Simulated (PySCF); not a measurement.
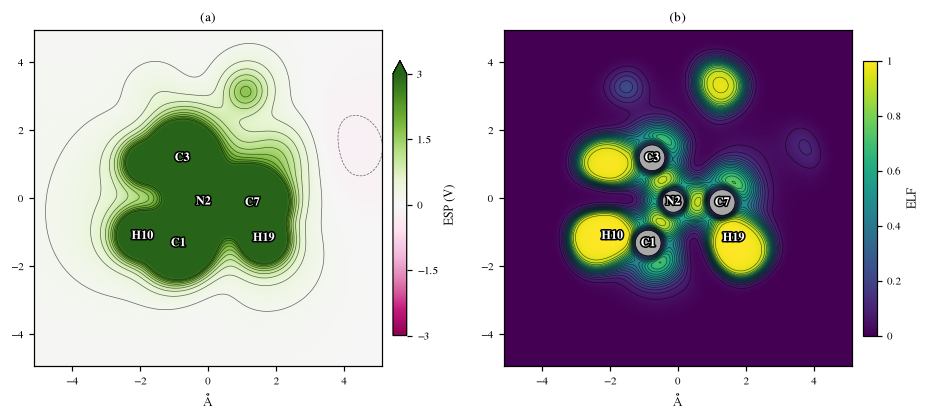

Figure 1: C₅H₁₃NSi (SMILES CN1CCC[SiH2]C1). (a) electrostatic potential; (b) electron localisation function on the plane of atoms N2, C1 and H10. Grey discs cover the atomic cores in the ELF map.

Geometry: GFN2-xTB.

These are results of PBE/pcSseg-1, SCF density, gas phase, non-relativistic in PySCF, not measurements.

Input file:

```
{"job": {"kind": "nmr", "xc": "PBE", "basis": "pcSseg-1", "pop": false}, "charge": 0, "multiplicity": 1}
C     -2.300257    -0.358477     0.272109
N     -1.009729    -0.119841    -0.292112
C     -0.087782    -1.167984    -0.596700
C      1.116471    -1.207905     0.358612
C      2.002762     0.023085     0.186115
Si     0.981289     1.617637     0.372482
C     -0.607871     1.226575    -0.615120
H     -3.107721    -0.060010    -0.414152
H     -2.437682     0.194698     1.210985
H     -2.415788    -1.418887     0.489119
H     -0.613791    -2.125363    -0.554761
H      0.290206    -1.038566    -1.624118
H      0.746074    -1.255033     1.385026
H      1.692255    -2.117526     0.166167
H      2.460384    -0.011179    -0.805303
H      2.821267    -0.011455     0.906780
H      0.635400     1.831725     1.782985
H      1.704741     2.774708    -0.165463
H     -1.423204     1.903028    -0.361794
H     -0.447025     1.320769    -1.700857
```

Command:

```sh
OMP_NUM_THREADS=1 python ens_run.py task.json out
```

### Read the bonding off the picture.

- The section cuts through C, N and H sites.
- C–N (1.43 Å): the ELF peaks at about 0.90 between the atoms (a shared electron pair).
- C–H (1.09 Å): the ELF climbs to about 1 towards the hydrogen, as it does in any bond to H (an ordinary covalent bond to hydrogen).
- The potential has no marked negative region in this plane.
